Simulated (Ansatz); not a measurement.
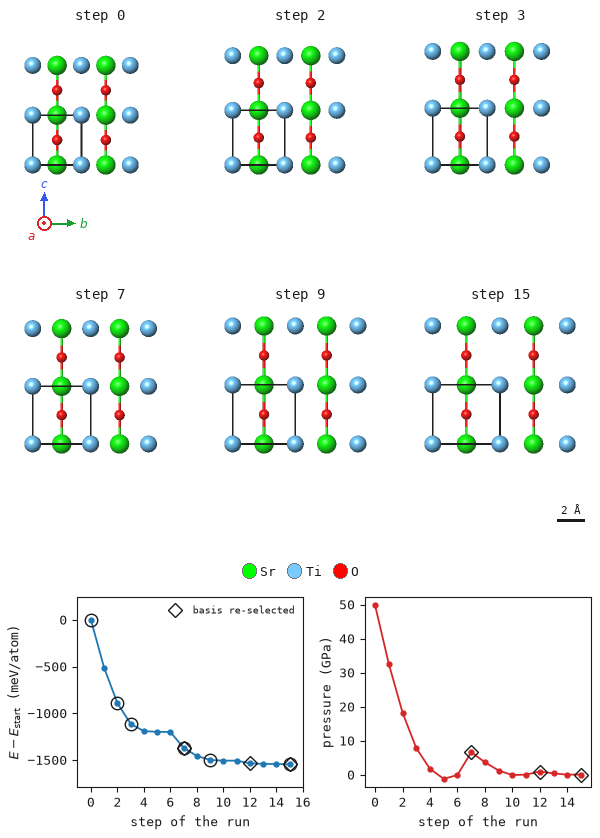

Frames of a relaxation of crystalline SrTiO (a generated structure, set up in P4/mmm) (coarse preliminary run), marked on the history of the run. The picture is a ball-and-stick view of the cell of the calculation, repeated 1 × 2 × 2 with one cell outlined, seen along the a axis.

Theory: Ansatz, DFT PBE, scalar-relativistic, plane waves, PAW. Settings: plane-wave cutoff 420 eV; k-point mesh 6 × 6 × 6; occupations gaussian; smearing width 0.1 eV; collinear spin; cell and atoms relaxed; force threshold 0.04 eV/Å; at most 70 steps.

Describe the path.

Answer. After 12 accepted moves (15 points after the start) the energy has fallen by 1546 meV per atom. All forces vanish by symmetry, so only the cell relaxes. Pressure: 49.75 GPa at the start and 0.07 GPa at the end. The SCF was repeated 3 times at an unchanged geometry on a basis and grid sized afresh for the cell, which shifted the energy by 170 meV per atom at most. No atom moves by more than 0.005 Å relative to the cell. The drawn cell changes as follows: a = b 3.663 → 5.053 Å (+37.9 %), c 3.739 → 4.435 Å (+18.6 %); the volume changes by +125.7 %. Near-neighbour distances that change, for instance: Sr–Ti 2.590 → 3.573 Å, O–Sr 1.869 → 2.218 Å. The space group stays P4/mmm (No. 123). From step 0 to 2: volume +25.0 %, energy −891 meV per atom. From step 2 to 3: volume +13.7 %, energy −221 meV per atom. From step 3 to 7: volume +14.9 %, energy −258 meV per atom. From step 7 to 9: volume +19.7 %, energy −129 meV per atom. From step 9 to 15: volume +15.5 %, energy −47.4 meV per atom.

| step | E − E(0), meV/atom | pressure, GPa | volume, Å³/atom | note |
| --- | --- | --- | --- | --- |
| 0 | 0.00 | 49.75 | 16.726 |  |
| 1 | -514.46 | 32.57 | 18.509 |  |
| 2 | -891.11 | 18.25 | 20.914 |  |
| 3 | -1111.91 | 7.84 | 23.770 |  |
| 4 | -1190.78 | 1.73 | 26.394 |  |
| 5 | -1197.78 | -1.17 | 27.745 |  |
| 6 | -1199.66 | -0.07 | 27.314 |  |
| 7 | -1369.53 | 6.63 | 27.314 | same geometry, new basis |
| 8 | -1455.76 | 3.69 | 29.956 |  |
| 9 | -1498.60 | 1.25 | 32.697 |  |
| 10 | -1506.31 | -0.07 | 34.678 |  |
| 11 | -1506.36 | 0.04 | 34.762 |  |
| 12 | -1534.70 | 0.96 | 34.762 | same geometry, new basis |
| 13 | -1541.10 | 0.43 | 36.254 |  |
| 14 | -1542.26 | 0.04 | 37.753 |  |
| 15 | -1545.95 | 0.07 | 37.753 | same geometry, new basis |
